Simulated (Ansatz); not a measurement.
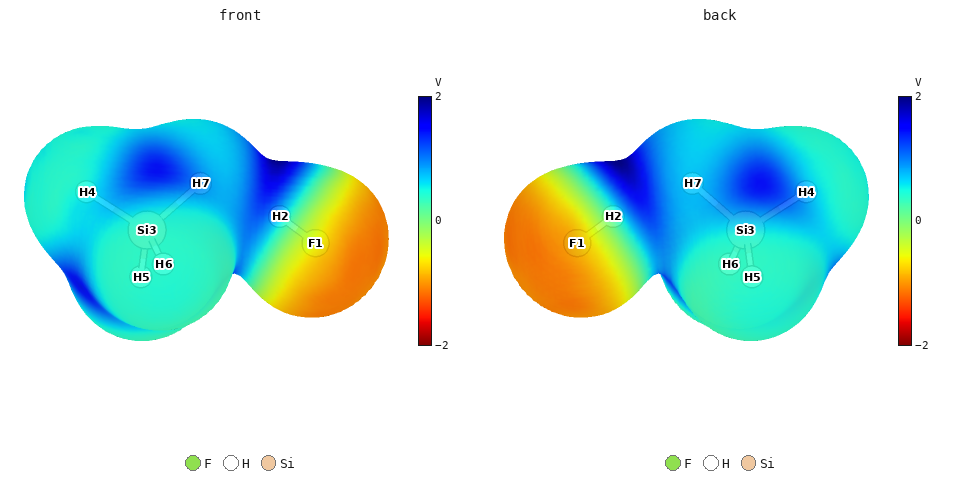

Figure 1: HF···SiH4. The molecular electrostatic potential painted on the density surface at 0.002 e/bohr³, seen from the front and from behind; red is negative and blue positive.

Geometry: PBE0-D4/def2-TZVP.

Computed with RKS PBE0-D4/def2-TZVPPD in Ansatz 0.2.0.

```xyz
7

F    -0.3819   -0.1889   -2.5980
H    -0.4401    0.3031   -1.8165
Si    0.1726   -0.0385    0.8938
H     0.1281    0.6644    2.1981
H    -0.6667   -1.2589    0.9297
H     1.5688   -0.3738    0.5290
H    -0.3808    0.8926   -0.1360
```

Describe the electrostatic potential map.

The most negative region (about −1.1 V, or −25 kcal/mol for a unit charge) lies over F1, the most positive (about +1.9 V, or +44 kcal/mol for a unit charge) over H2.
